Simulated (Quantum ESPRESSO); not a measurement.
# Collinear magnetic orders of MnS (Alabandite) with Quantum ESPRESSO

A self-consistent run ends on one state, which hangs on the start. Several orders of MnS (Alabandite) are started in Quantum ESPRESSO and their energies compared.

Method: PBE with U = 4 eV on Mn d (ortho-atomic projectors); plane waves with GBRV 1.5 PBE potentials, no spin-orbit coupling, in Quantum ESPRESSO 7.5.

## Step 1: Set-up

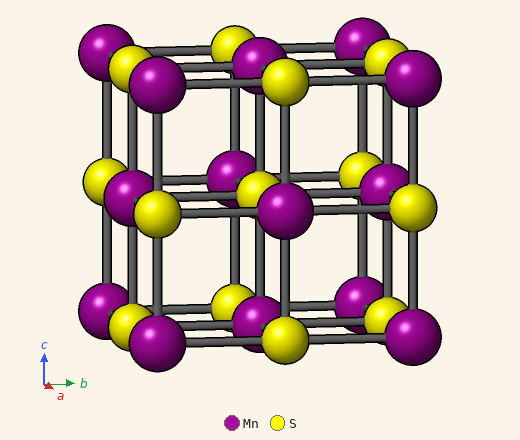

Start, viewed slightly off an axis; manganese purple, sulfur yellow. This picture shows the conventional cell, with its axes. Some periodic images of atoms are drawn too.

The cell comes from the Crystallography Open Database.

## Step 2: Run 1, typed as ferro +

The signs are those of the starting moments on the seeded atoms, the atoms that are given a moment.

Contents of pw.in:

```
&CONTROL
  calculation = 'scf'
  prefix = 'pwscf'
  outdir = './tmp'
  pseudo_dir = './pseudo'
  disk_io = 'nowf'
/
&SYSTEM
  ibrav = 0
  celldm(1) = 8
  nat = 2
  ntyp = 2
  ecutwfc = 40
  ecutrho = 280
  nbnd = 19
  occupations = 'smearing'
  smearing = 'fd'
  degauss = 0.00367493
  nspin = 2
  starting_magnetization(1) = 0.3
  starting_magnetization(2) = 0
/
&ELECTRONS
  conv_thr = 4d-09
  electron_maxstep = 150
  mixing_beta = 0.3
/
ATOMIC_SPECIES
Mn     54.9380 mn_pbe_v1.5.uspp.F.UPF
S      32.0600 s_pbe_v1.4.uspp.F.UPF
CELL_PARAMETERS alat
   0.0000000000000    0.6169483365372    0.6169483365372
   0.6169483365372    0.0000000000000    0.6169483365372
   0.6169483365372    0.6169483365372    0.0000000000000
ATOMIC_POSITIONS crystal
Mn      0.0000000000    0.0000000000    0.0000000000
S       0.5000000000    0.5000000000    0.5000000000
K_POINTS automatic
8 8 8 0 0 0
HUBBARD {ortho-atomic}
U Mn-3d 4.0000
```

On the command line:

```console
$ OMP_NUM_THREADS=1 mpirun -n 4 pw.x -nk 4 -in pw.in > pw.out
```

The program printed:

```text
Program PWSCF v.7.5 starts

     Message from routine setup:
     using ibrav=0 with symmetry is DISCOURAGED, use correct ibrav instead

     K-points division:     npool     =       4
     Subspace diagonalization in iterative solution of the eigenvalue problem:

     G-vector sticks info
     --------------------
     sticks:   dense  smooth     PW     G-vecs:    dense   smooth      PW
     Sum         955     535    163                19027     8099    1459

     Using Slab Decomposition

     bravais-lattice index     =            0
     lattice parameter (alat)  =       8.0000  a.u.
     unit-cell volume          =     240.4619 (a.u.)^3
     number of atoms/cell      =            2
     number of atomic types    =            2
     number of electrons       =        21.00
     number of Kohn-Sham states=           19
     kinetic-energy cutoff     =      40.0000  Ry
     charge density cutoff     =     280.0000  Ry
     scf convergence threshold =      4.0E-09
     mixing beta               =       0.3000
     number of iterations used =            8  plain     mixing
     Exchange-correlation=  SLA  PW   PBX  PBC
                           (   1   4   3   4   0   0   0)
     Hubbard projectors: ortho-atomic
     Hubbard parameters of DFT+U (Dudarev formulation) in eV:
     U(Mn-3d) =  4.0000

     Internal variables: lda_plus_u =T, lda_plus_u_kind = 0

     Internal variables: orbital_resolved =F, hub_pot_fix =F, apply_U = F

     celldm(1)=   8.000000  celldm(2)=   0.000000  celldm(3)=   0.000000
     celldm(4)=   0.000000  celldm(5)=   0.000000  celldm(6)=   0.000000

     crystal axes: (cart. coord. in units of alat)
               a(1) = (   0.000000   0.616948   0.616948 )
               a(2) = (   0.616948   0.000000   0.616948 )
               a(3) = (   0.616948   0.616948   0.000000 )

     reciprocal axes: (cart. coord. in units 2 pi/alat)
               b(1) = ( -0.810441  0.810441  0.810441 )
               b(2) = (  0.810441 -0.810441  0.810441 )
               b(3) = (  0.810441  0.810441 -0.810441 )

     PseudoPot. # 1 for Mn read from file:
     mn_pbe_v1.5.uspp.F.UPF
     Pseudo is Ultrasoft + core correction, Zval = 15.0
     Generated by new atomic code, or converted to UPF format
     Using radial grid of  859 points,  6 beta functions with:
                l(1) =   0
                l(2) =   0
                l(3) =   1
                l(4) =   1
                l(5) =   2
                l(6) =   2
     Q(r) pseudized with  8 coefficients,  rinner =    0.950   0.950   0.950
                                                       0.950   0.950

     PseudoPot. # 2 for S  read from file:
     s_pbe_v1.4.uspp.F.UPF
     Pseudo is Ultrasoft + core correction, Zval =  6.0
     Generated by new atomic code, or converted to UPF format
     Using radial grid of  907 points,  6 beta functions with:
                l(1) =   0
                l(2) =   0
                l(3) =   1
                l(4) =   1
                l(5) =   2
                l(6) =   2
     Q(r) pseudized with  8 coefficients,  rinner =    1.300   1.300   1.300
                                                       1.300   1.300

     atomic species   valence    mass     pseudopotential
     Mn               15.00    54.93800     Mn( 1.00)
     S                 6.00    32.06000     S ( 1.00)

     Starting magnetic structure
     atomic species   magnetization
     Mn              0.300
     S               0.000

     48 Sym. Ops., with inversion, found

   Cartesian axes

     site n.     atom                  positions (alat units)
         1        Mn     tau(   1) = (   0.0000000   0.0000000   0.0000000  )
         2        S      tau(   2) = (   0.6169483   0.6169483   0.6169483  )

     number of k points=    29  Fermi-Dirac smearing, width (Ry)=  0.0037
                       cart. coord. in units 2pi/alat
        k(    1) = (   0.0000000   0.0000000   0.0000000), wk =   0.0019531
        k(    2) = (   0.1013051   0.1013051  -0.1013051), wk =   0.0156250
        k(    3) = (   0.2026102   0.2026102  -0.2026102), wk =   0.0156250
        k(    4) = (   0.3039152   0.3039152  -0.3039152), wk =   0.0156250
        k(    5) = (  -0.4052203  -0.4052203   0.4052203), wk =   0.0078125
        [... 24 further k-points ...]

     Dense  grid:    19027 G-vectors     FFT dimensions: (  40,  40,  40)

     Smooth grid:     8099 G-vectors     FFT dimensions: (  30,  30,  30)

     Check: negative core charge=   -0.000037
     Generating pointlists ...
     new r_m :   0.2545 (alat units)  2.0359 (a.u.) for type    1
     new r_m :   0.2545 (alat units)  2.0359 (a.u.) for type    2

     Initial potential from superposition of free atoms

     starting charge      20.4999, renormalised to      21.0000

     STARTING HUBBARD OCCUPATIONS:

     =================== HUBBARD OCCUPATIONS ===================
     ------------------------ ATOM    1 ------------------------
     Tr[ns(  1)] (up, down, total) =   5.00000  0.00000  5.00000
     Atomic magnetic moment for atom   1 =   5.00000
     [... lines left out ...]
     Number of occupied Hubbard levels =    5.0000

     Atomic wfc used for Hubbard projectors are orthogonalized

     Starting wfcs are   17 randomized atomic wfcs +    2 random wfcs

     Self-consistent Calculation

     iteration #  1     ecut=    40.00 Ry     beta= 0.30
     Davidson diagonalization with overlap
     ethr =  1.00E-02,  avg # of iterations =  5.9

     =================== HUBBARD OCCUPATIONS ===================
     ------------------------ ATOM    1 ------------------------
     Tr[ns(  1)] (up, down, total) =   4.86704  0.13533  5.00237
     Atomic magnetic moment for atom   1 =   4.73172
     [... lines left out ...]
     Number of occupied Hubbard levels =    5.0024

     total energy              =    -235.23621768 Ry
     estimated scf accuracy    <       0.48371896 Ry

     total magnetization       =     5.00 Bohr mag/cell
     absolute magnetization    =     5.00 Bohr mag/cell

     iteration #  2     ecut=    40.00 Ry     beta= 0.30
     Davidson diagonalization with overlap
     ethr =  2.30E-03,  avg # of iterations =  1.6

     total energy              =    -235.31767330 Ry
     estimated scf accuracy    <       0.02343935 Ry

     total magnetization       =     5.00 Bohr mag/cell
     absolute magnetization    =     5.00 Bohr mag/cell

     iteration #  3     ecut=    40.00 Ry     beta= 0.30
     Davidson diagonalization with overlap
     ethr =  1.12E-04,  avg # of iterations =  3.7

     negative rho (up, down):  0.000E+00 4.520E-04

     total energy              =    -235.32575485 Ry
     estimated scf accuracy    <       0.00896147 Ry

     total magnetization       =     5.00 Bohr mag/cell
     absolute magnetization    =     5.00 Bohr mag/cell

     [... further iterations left out ...]

     iteration #  8     ecut=    40.00 Ry     beta= 0.30
     Davidson diagonalization with overlap
     ethr =  6.56E-08,  avg # of iterations =  2.0

     negative rho (up, down):  0.000E+00 4.883E-04

     total energy              =    -235.32655441 Ry
     estimated scf accuracy    <       0.00000085 Ry

     total magnetization       =     5.00 Bohr mag/cell
     absolute magnetization    =     5.00 Bohr mag/cell

     iteration #  9     ecut=    40.00 Ry     beta= 0.30
     Davidson diagonalization with overlap
     ethr =  4.03E-09,  avg # of iterations =  2.1

     negative rho (up, down):  0.000E+00 4.877E-04

     total energy              =    -235.32655456 Ry
     estimated scf accuracy    <       0.00000018 Ry

     total magnetization       =     5.00 Bohr mag/cell
     absolute magnetization    =     5.00 Bohr mag/cell

     iteration # 10     ecut=    40.00 Ry     beta= 0.30
     Davidson diagonalization with overlap
     ethr =  8.53E-10,  avg # of iterations =  2.3

     negative rho (up, down):  0.000E+00 4.877E-04

     total energy              =    -235.32655464 Ry
     estimated scf accuracy    <          4.8E-09 Ry

     total magnetization       =     5.00 Bohr mag/cell
     absolute magnetization    =     5.00 Bohr mag/cell

     iteration # 11     ecut=    40.00 Ry     beta= 0.30
     Davidson diagonalization with overlap
     ethr =  2.30E-11,  avg # of iterations =  3.6

     negative rho (up, down):  0.000E+00 4.876E-04

     Magnetic moment per site  (integrated on atomic sphere of radius R)
     atom   1 (R=0.254)  charge= 13.1455  magn=  4.5142
     atom   2 (R=0.254)  charge=  4.7371  magn=  0.1119

     End of self-consistent calculation

     =================== HUBBARD OCCUPATIONS ===================
     ------------------------ ATOM    1 ------------------------
     Tr[ns(  1)] (up, down, total) =   4.97277  0.25791  5.23068
     Atomic magnetic moment for atom   1 =   4.71487
     [... lines left out ...]
     Number of occupied Hubbard levels =    5.2307

     [... lines left out ...]
     the Fermi energy is    10.4713 ev

!    total energy              =    -235.32655466 Ry
     estimated scf accuracy    <          1.3E-09 Ry
     smearing contrib. (-TS)   =      -0.00000013 Ry
     internal energy E=F+TS    =    -235.32655452 Ry

     The total energy is F=E-TS. E is the sum of the following terms:
     one-electron contribution =    -133.09390712 Ry
     hartree contribution      =      74.08988380 Ry
     xc contribution           =     -35.26359277 Ry
     ewald contribution        =    -141.09780736 Ry
     Hubbard energy            =       0.03886892 Ry

     total magnetization       =     5.00 Bohr mag/cell
     absolute magnetization    =     5.00 Bohr mag/cell

     convergence has been achieved in  11 iterations

=------------------------------------------------------------------------------=
   JOB DONE.
=------------------------------------------------------------------------------=
```

The job ended after 6.6 s (4 MPI ranks of Intel Xeon Platinum 8488C (Sapphire Rapids), shared host; peak memory 0.35 GiB; 26 s of CPU time).

Spin moment in the atom's sphere by atom:

```tsv
atom	spin moment in the atom's sphere (μB)
Mn1	4.51
S2	0.11
```

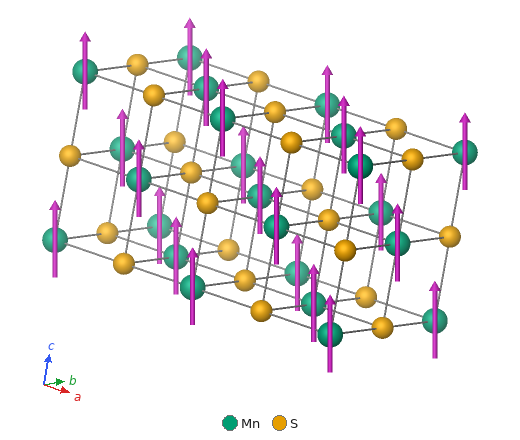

Spin moment in the atom's sphere as arrows, the longest 4.51 μB. Up and down stand for the sign. Arrows give size and sign along the axis of quantisation, drawn up and down the page. 2×1×1 conventional cells are drawn. Some periodic images of atoms are drawn too.

Numbers from this step:

* smearing term TS: 1.80e-6 eV
* magnetization: 5 μB
* absolute magnetization: 5 μB
* final state: ferromagnetic

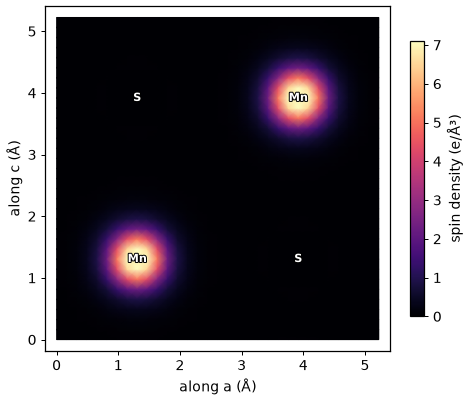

Spin density in the ac plane of the conventional cell at fractional y = 0.000, with atoms of Mn and S within 0.2 Å of it. The map starts off the cell's origin, so that atoms lie inside it.

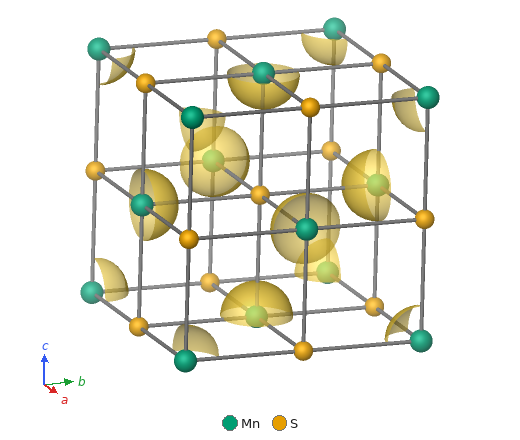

Surface of spin density = 0.56 e/Å³, which holds about 70 % of the integral of its size.

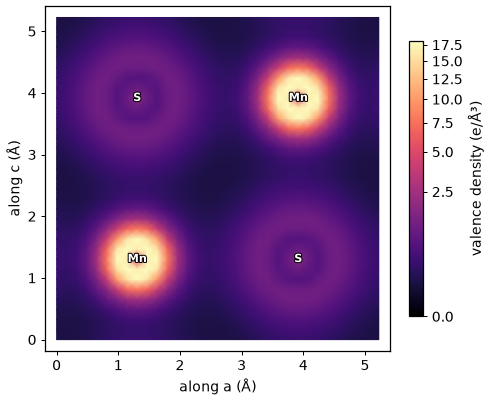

Valence density in the ac plane of the conventional cell at fractional y = 0.000, with atoms of Mn and S within 0.2 Å of it. It is the smooth field of the valence electrons, not physical close to the nuclei. The map starts off the cell's origin, so that atoms lie inside it. The colour scale is stretched toward low values.

(Part 1 of 2 ends here.)

[Logs and program files are shortened in this print: banners, set-up blocks, solver, clock and traceback lines can be left out without a mark of their own.]

[Logs are printed without paths, hosts, clocks, repeated set-up lines and the standing remarks that a program may print on its own settings, such as how far it seeks lower states.]

[Hosts, paths, dates, database ids (printed as entryN), source tags and the programs' standing remarks are cut or masked in the printed files.]

[Where a cell is said to come from a database of computed structures, the database is the Materials Project.]
